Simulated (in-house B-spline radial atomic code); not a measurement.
# Cu⁺: excited configurations in jj coupling

Wanted: excitation energies of Cu⁺ as differences of total energies (ΔSCF).

Method: Dirac-Hartree-Fock, average of configuration, Fermi nucleus, basis-set limit. Code: in-house B-spline radial atomic code version 1.

### 1 Starting point

```
element       : copper (Z = 29)
charge        : +1
electrons     : 28
configuration : 1s2 2s2 2p6 3s2 3p6 3d10
Hamiltonian   : Dirac-Coulomb
nucleus       : Fermi, rms radius 3.882 fm
```

Settings, as recorded:

```ini
Z = 29
electrons = 28.0
configuration = 1s2 2s2 2p6 3s2 3p6 3d10
hamiltonian = dirac
method = hf
spin_polarised = False
nucleus = fermi
rms_radius = 3.8823
mass_number = 63
atomic_mass = 62.929597119
speed_of_light = 137.035999084
```

This reference run was done before. Its total energy is -1653.213783 hartree, and its levels are (the highest eight at most):

```
orbital  occupation  energy (eV)  <r> (bohr)
  2s1/2           2     -1142.45      0.2339
  2p1/2           2      -996.87      0.2039
  2p3/2           4      -976.08      0.2072
  3s1/2           2      -148.94      0.7135
  3p1/2           2      -102.09      0.7464
  3p3/2           4      -99.318      0.7565
  3d3/2           4      -22.062      0.9770
  3d5/2           6      -21.702      0.9867
```

### 2 Run with 1s2 2s2 2p6 3s2 3p-1 3p+4 3d10 6s1

In configurations, a minus sign after the shell means j = l − 1/2 and a plus sign j = l + 1/2; the count of electrons follows.

Settings: those of step 1 with these lines changed.

```diff
@@ -2,3 +2,3 @@
 electrons = 28.0
-configuration = 1s2 2s2 2p6 3s2 3p6 3d10
+configuration = 1s2 2s2 2p6 3s2 3p-1 3p+4 3d10 6s1
 hamiltonian = dirac
```

Results of the run (chosen fields of its result record, rounded):

```text
{
  "status": "converged",
  "iterations": 10,
  "energy [hartree]": {"total": -1649.83097785, "kinetic": 1679.23702355, "nuclear": -3958.20403108, "coulomb": 693.809003379, "exact_exchange": -64.6729736963},
  "breit [hartree]": {"gaunt": 0.7398282, "retardation": -0.06697972, "frequency_dependence": -0.002239946},
  "qed [hartree]": {"self_energy": 0.4980259, "uehling": -0.04485977, "wichmann_kroll": 0.000337433},
  "recoil [hartree]": 0.01084927,
  "total_with_corrections [hartree]": -1648.69601649,
  "orbitals [hartree, bohr; first row names the columns]": [
    ["name", "occ", "eps", "<r>"],
    ["1s1/2", 2.0, -333.75199, 0.052097],
    ["2s1/2", 2.0, -42.643946, 0.23377],
    ["2p1/2", 2.0, -37.263936, 0.20419],
    ["2p3/2", 4.0, -36.554006, 0.20707],
    ["3s1/2", 2.0, -5.9966455, 0.70952],
    ["3p1/2", 1.0, -4.4081204, 0.73623],
    ["3p3/2", 4.0, -4.2475973, 0.74718],
    ["3d3/2", 4.0, -1.3168566, 0.90839],
    ["3d5/2", 6.0, -1.3943782, 0.89379],
    ["6s1/2", 1.0, -0.13367825, 11.282]
  ],
  "sum_r [bohr^k]": {"-1": 136.49, "1": 27.23043, "2": 157.9086},
  "energy_minus_base [hartree]": 3.38280479,
  "energy_minus_base_with_corrections [hartree]": 3.3780627
}
```

Wall time 1 s (1 thread, shared host).

energy_minus_base is the energy less that of the reference run.

### 3 Configuration 1s2 2s2 2p6 3s2 3p-1 3p+4 3d10 6p-1

Settings: those of step 2 with these lines changed.

```diff
@@ -2,3 +2,3 @@
 electrons = 28.0
-configuration = 1s2 2s2 2p6 3s2 3p-1 3p+4 3d10 6s1
+configuration = 1s2 2s2 2p6 3s2 3p-1 3p+4 3d10 6p-1
 hamiltonian = dirac
```

Result record:

```text
{
  "status": "converged",
  "iterations": 11,
  "energy [hartree]": {"total": -1649.80753522, "kinetic": 1679.21289927, "nuclear": -3957.78393676, "coulomb": 693.435384272, "exact_exchange": -64.6718819993},
  "breit [hartree]": {"gaunt": 0.7398362, "retardation": -0.06698213, "frequency_dependence": -0.002240017},
  "qed [hartree]": {"self_energy": 0.4980063, "uehling": -0.04485817, "wichmann_kroll": 0.000337421},
  "recoil [hartree]": 0.01084887,
  "total_with_corrections [hartree]": -1648.67258671,
  "orbitals [hartree, bohr; first row names the columns]": [
    ["name", "occ", "eps", "<r>"],
    ["1s1/2", 2.0, -333.76573, 0.052097],
    ["2s1/2", 2.0, -42.657522, 0.23377],
    ["2p1/2", 2.0, -37.277847, 0.20419],
    ["2p3/2", 4.0, -36.567722, 0.20707],
    ["3s1/2", 2.0, -6.0101289, 0.70956],
    ["3p1/2", 1.0, -4.420227, 0.7415],
    ["3p3/2", 4.0, -4.2613887, 0.74715],
    ["3d3/2", 4.0, -1.3307699, 0.90845],
    ["3d5/2", 6.0, -1.4081702, 0.89359],
    ["6p1/2", 1.0, -0.11279735, 13.187]
  ],
  "sum_r [bohr^k]": {"-1": 136.4756, "1": 29.13999, "2": 211.0299},
  "energy_minus_base [hartree]": 3.40624742,
  "energy_minus_base_with_corrections [hartree]": 3.40149247
}
```

Wall time 1.1 s (1 thread, shared host).

### 4 1s2 2s2 2p6 3s2 3p6 3d-4 3d+5 4p-1

Settings: those of step 3 with these lines changed.

```diff
@@ -2,3 +2,3 @@
 electrons = 28.0
-configuration = 1s2 2s2 2p6 3s2 3p-1 3p+4 3d10 6p-1
+configuration = 1s2 2s2 2p6 3s2 3p6 3d-4 3d+5 4p-1
 hamiltonian = dirac
```

Result record:

```text
{
  "status": "converged",
  "iterations": 10,
  "energy [hartree]": {"total": -1652.98848254, "kinetic": 1682.6316712, "nuclear": -3972.46960903, "coulomb": 702.159643753, "exact_exchange": -65.3101884674},
  "breit [hartree]": {"gaunt": 0.7461802, "retardation": -0.06771125, "frequency_dependence": -0.002233972},
  "qed [hartree]": {"self_energy": 0.497825, "uehling": -0.04484999, "wichmann_kroll": 0.000337363},
  "recoil [hartree]": 0.01085913,
  "total_with_corrections [hartree]": -1651.84807609,
  "orbitals [hartree, bohr; first row names the columns]": [
    ["name", "occ", "eps", "<r>"],
    ["1s1/2", 2.0, -333.29173, 0.052104],
    ["2s1/2", 2.0, -42.324527, 0.23389],
    ["2p1/2", 2.0, -36.982484, 0.20399],
    ["2p3/2", 4.0, -36.20261, 0.20715],
    ["3s1/2", 2.0, -5.7969867, 0.70989],
    ["3p1/2", 2.0, -4.0977705, 0.73918],
    ["3p3/2", 4.0, -3.9437705, 0.74961],
    ["3d3/2", 4.0, -1.140256, 0.90889],
    ["3d5/2", 5.0, -1.1194087, 0.91183],
    ["4p1/2", 1.0, -0.4084359, 3.3126]
  ],
  "sum_r [bohr^k]": {"-1": 136.982, "1": 19.21252, "2": 27.84596},
  "energy_minus_base [hartree]": 0.225300095,
  "energy_minus_base_with_corrections [hartree]": 0.226003094
}
```

Run time: 1 s. Hardware: 1 thread, shared host.

### 5 Run with 1s2 2s2 2p6 3s2 3p6 3d-3 3d+6 5s1

Settings: those of step 4 with these lines changed.

```diff
@@ -2,3 +2,3 @@
 electrons = 28.0
-configuration = 1s2 2s2 2p6 3s2 3p6 3d-4 3d+5 4p-1
+configuration = 1s2 2s2 2p6 3s2 3p6 3d-3 3d+6 5s1
 hamiltonian = dirac
```

Result record:

```text
{
  "status": "converged",
  "iterations": 10,
  "energy [hartree]": {"total": -1652.81548406, "kinetic": 1682.4353636, "nuclear": -3968.32036384, "coulomb": 698.377854971, "exact_exchange": -65.3083387869},
  "breit [hartree]": {"gaunt": 0.7453367, "retardation": -0.06768747, "frequency_dependence": -0.002236123},
  "qed [hartree]": {"self_energy": 0.4979117, "uehling": -0.04485404, "wichmann_kroll": 0.0003373932},
  "recoil [hartree]": 0.01085852,
  "total_with_corrections [hartree]": -1651.67581742,
  "orbitals [hartree, bohr; first row names the columns]": [
    ["name", "occ", "eps", "<r>"],
    ["1s1/2", 2.0, -333.43584, 0.052104],
    ["2s1/2", 2.0, -42.46525, 0.23389],
    ["2p1/2", 2.0, -37.097321, 0.20385],
    ["2p3/2", 4.0, -36.356392, 0.20722],
    ["3s1/2", 2.0, -5.9369568, 0.70985],
    ["3p1/2", 2.0, -4.153621, 0.74019],
    ["3p3/2", 4.0, -4.123809, 0.74935],
    ["3d3/2", 3.0, -1.2678261, 0.90363],
    ["3d5/2", 6.0, -1.2666007, 0.90762],
    ["5s1/2", 1.0, -0.24411028, 6.2251]
  ],
  "sum_r [bohr^k]": {"-1": 136.8389, "1": 22.08773, "2": 58.71149},
  "energy_minus_base [hartree]": 0.39829858,
  "energy_minus_base_with_corrections [hartree]": 0.39826176
}
```

Wall time 1 s (1 thread, shared host).

### 6 Configuration 1s2 2s2 2p6 3s2 3p-1 3p+4 3d10 5f+1

Settings: those of step 5 with these lines changed.

```diff
@@ -2,3 +2,3 @@
 electrons = 28.0
-configuration = 1s2 2s2 2p6 3s2 3p6 3d-3 3d+6 5s1
+configuration = 1s2 2s2 2p6 3s2 3p-1 3p+4 3d10 5f+1
 hamiltonian = dirac
```

Result record:

```text
{
  "status": "converged",
  "iterations": 10,
  "energy [hartree]": {"total": -1649.77742414, "kinetic": 1679.18169687, "nuclear": -3957.21851587, "coulomb": 692.931942214, "exact_exchange": -64.6725473586},
  "breit [hartree]": {"gaunt": 0.7398084, "retardation": -0.0669785, "frequency_dependence": -0.002240034},
  "qed [hartree]": {"self_energy": 0.4980067, "uehling": -0.04485818, "wichmann_kroll": 0.000337421},
  "recoil [hartree]": 0.01084868,
  "total_with_corrections [hartree]": -1648.64249959,
  "orbitals [hartree, bohr; first row names the columns]": [
    ["name", "occ", "eps", "<r>"],
    ["1s1/2", 2.0, -333.78506, 0.052097],
    ["2s1/2", 2.0, -42.676173, 0.23377],
    ["2p1/2", 2.0, -37.29643, 0.20419],
    ["2p3/2", 4.0, -36.586482, 0.20707],
    ["3s1/2", 2.0, -6.0286981, 0.70957],
    ["3p1/2", 1.0, -4.4406402, 0.7362],
    ["3p3/2", 4.0, -4.2800853, 0.74714],
    ["3d3/2", 4.0, -1.3493311, 0.90765],
    ["3d5/2", 6.0, -1.4268272, 0.89321],
    ["5f7/2", 1.0, -0.080109122, 15.712]
  ],
  "sum_r [bohr^k]": {"-1": 136.4561, "1": 31.65456, "2": 295.3765},
  "energy_minus_base [hartree]": 3.4363585,
  "energy_minus_base_with_corrections [hartree]": 3.4315796
}
```

Run time: 2.5 s. Hardware: 1 thread, shared host.

### 7 1s2 2s2 2p6 3s2 3p-1 3p+4 3d10 7d+1

Settings: those of step 6 with these lines changed.

```diff
@@ -2,3 +2,3 @@
 electrons = 28.0
-configuration = 1s2 2s2 2p6 3s2 3p-1 3p+4 3d10 5f+1
+configuration = 1s2 2s2 2p6 3s2 3p-1 3p+4 3d10 7d+1
 hamiltonian = dirac
```

Result record:

```text
{
  "status": "converged",
  "iterations": 10,
  "energy [hartree]": {"total": -1649.75131954, "kinetic": 1679.15554794, "nuclear": -3956.42086231, "coulomb": 692.187174668, "exact_exchange": -64.6731798401},
  "breit [hartree]": {"gaunt": 0.7398079, "retardation": -0.06697857, "frequency_dependence": -0.00224003},
  "qed [hartree]": {"self_energy": 0.4980066, "uehling": -0.04485817, "wichmann_kroll": 0.0003374209},
  "recoil [hartree]": 0.01084844,
  "total_with_corrections [hartree]": -1648.61639594,
  "orbitals [hartree, bohr; first row names the columns]": [
    ["name", "occ", "eps", "<r>"],
    ["1s1/2", 2.0, -333.81255, 0.052097],
    ["2s1/2", 2.0, -42.703648, 0.23377],
    ["2p1/2", 2.0, -37.323877, 0.20419],
    ["2p3/2", 4.0, -36.613973, 0.20707],
    ["3s1/2", 2.0, -6.0563218, 0.70957],
    ["3p1/2", 1.0, -4.4682232, 0.73621],
    ["3p3/2", 4.0, -4.3077523, 0.74715],
    ["3d3/2", 4.0, -1.3769439, 0.90781],
    ["3d5/2", 6.0, -1.4546045, 0.89325],
    ["7d5/2", 1.0, -0.054005002, 26.329]
  ],
  "sum_r [bohr^k]": {"-1": 136.4286, "1": 42.27258, "2": 795.4921},
  "energy_minus_base [hartree]": 3.4624631,
  "energy_minus_base_with_corrections [hartree]": 3.45768324
}
```

Wall time 2.1 s (1 thread, shared host).

### 8 Configuration 1s2 2s2 2p6 3s2 3p-2 3p+3 3d10 6d+1

Settings: those of step 7 with these lines changed.

```diff
@@ -2,3 +2,3 @@
 electrons = 28.0
-configuration = 1s2 2s2 2p6 3s2 3p-1 3p+4 3d10 7d+1
+configuration = 1s2 2s2 2p6 3s2 3p-2 3p+3 3d10 6d+1
 hamiltonian = dirac
```

Result record:

```text
{
  "status": "converged",
  "iterations": 10,
  "energy [hartree]": {"total": -1649.86908453, "kinetic": 1679.47059428, "nuclear": -3957.58501561, "coulomb": 692.932801308, "exact_exchange": -64.6874645078},
  "breit [hartree]": {"gaunt": 0.7420751, "retardation": -0.06698259, "frequency_dependence": -0.002179429},
  "qed [hartree]": {"self_energy": 0.4977816, "uehling": -0.04485972, "wichmann_kroll": 0.0003374335},
  "recoil [hartree]": 0.01084593,
  "total_with_corrections [hartree]": -1648.73206621,
  "orbitals [hartree, bohr; first row names the columns]": [
    ["name", "occ", "eps", "<r>"],
    ["1s1/2", 2.0, -333.7754, 0.052097],
    ["2s1/2", 2.0, -42.673456, 0.23378],
    ["2p1/2", 2.0, -37.348375, 0.20383],
    ["2p3/2", 4.0, -36.556132, 0.20737],
    ["3s1/2", 2.0, -6.0315555, 0.70962],
    ["3p1/2", 2.0, -4.3857738, 0.73781],
    ["3p3/2", 3.0, -4.3008046, 0.74681],
    ["3d3/2", 4.0, -1.4338413, 0.89029],
    ["3d5/2", 6.0, -1.3758371, 0.90615],
    ["6d5/2", 1.0, -0.077299865, 17.97]
  ],
  "sum_r [bohr^k]": {"-1": 136.4687, "1": 33.91198, "2": 380.1547},
  "energy_minus_base [hartree]": 3.34469811,
  "energy_minus_base_with_corrections [hartree]": 3.34201298
}
```

Wall time 2.2 s (1 thread, shared host).

### 9 All configurations in order

| net move | configuration | energy above the reference (eV) | with Breit, QED, recoil (eV) | largest <r> (bohr) |
| --- | --- | --- | --- | --- |
| 3d5/2 → 4p1/2 | 1s2 2s2 2p6 3s2 3p6 3d-4 3d+5 4p-1 | 6.131 | 6.150 | 3.31 |
| 3d3/2 → 5s | 1s2 2s2 2p6 3s2 3p6 3d-3 3d+6 5s1 | 10.838 | 10.837 | 6.23 |
| 3p3/2 → 6d5/2 | 1s2 2s2 2p6 3s2 3p-2 3p+3 3d10 6d+1 | 91.014 | 90.941 | 18.0 |
| 3p1/2 → 6s | 1s2 2s2 2p6 3s2 3p-1 3p+4 3d10 6s1 | 92.051 | 91.922 | 11.3 |
| 3p1/2 → 6p1/2 | 1s2 2s2 2p6 3s2 3p-1 3p+4 3d10 6p-1 | 92.689 | 92.559 | 13.2 |
| 3p1/2 → 5f7/2 | 1s2 2s2 2p6 3s2 3p-1 3p+4 3d10 5f+1 | 93.508 | 93.378 | 15.7 |
| 3p1/2 → 7d5/2 | 1s2 2s2 2p6 3s2 3p-1 3p+4 3d10 7d+1 | 94.218 | 94.088 | 26.3 |

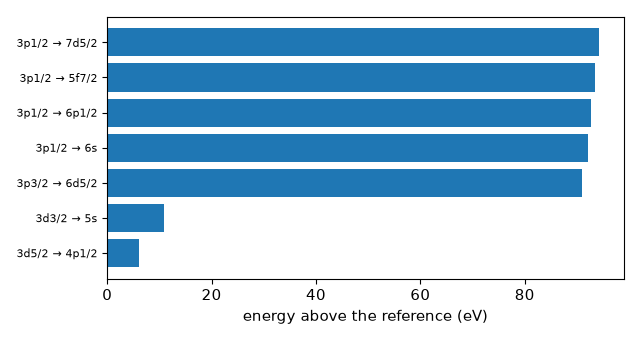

Energy of each configuration above the reference.

At the bottom stands 3d5/2 → 4p1/2 (6.131 eV), at the top 3p1/2 → 7d5/2 (94.218 eV). 5 of them lie more than 2 % above the ionisation threshold that Koopmans' theorem gives (21.702 eV), where such states can decay by emitting an electron. Two partly filled shells share a symmetry and can mix in the average, which may lower the energy, for: 3p1/2 → 6p1/2. These are averages over configurations, without correlation, not spectroscopic levels.
